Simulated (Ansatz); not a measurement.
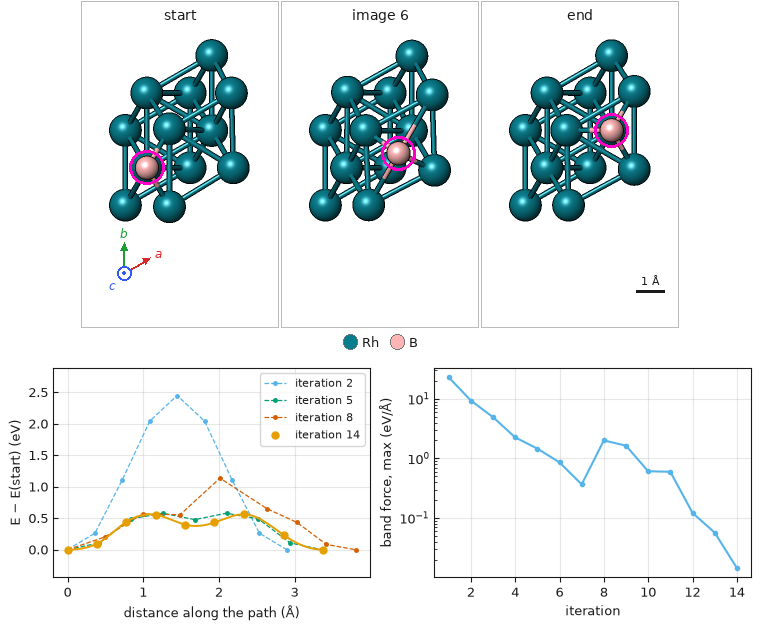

A nudged-elastic-band calculation for B on Rh(111) (13 atoms in the cell). Images are numbered from 0 (start) to 8 (end). The plot follows the band through its iterations. The picture is a ball-and-stick view of the simulation cell, with the vacuum cut short (origin moved), seen along the c axis. The moving atom is ringed, with any periodic copies. Bonds to atoms that aren't drawn are left out.

Theory: Ansatz, DFT LDA, scalar-relativistic, plane waves, PAW. Run with plane-wave cutoff 420 eV; k-point mesh 4 × 4 × 1; Gaussian smearing 0.15 eV; 4 atoms held fixed; 7 movable images; climbing image; force threshold 0.05 eV/Å; iteration limit 68; starting path by straight interpolation.

> How did the profile develop, and is the result final?

The run is converged, with reservations. The band converged in 14 iterations. The largest component of the band force went from 23 to 0.014 eV/Å. The climbing image converged on the top of the path. A check of its curvatures found one unstable direction (−2.4 eV/Å²), as a transition state must have. The first iteration put the highest image at 5.94 eV. The barrier is about 0.56 eV in both directions, with image 6 at the top; the ends have the same energy. The profile has 2 maxima (images 3, 6) with a dip at image 4 (+0.40 eV), so the process runs in steps.

Limits of the set-up: the periodic images lie only 5.4 Å apart, so the values are limited by the cell's size.
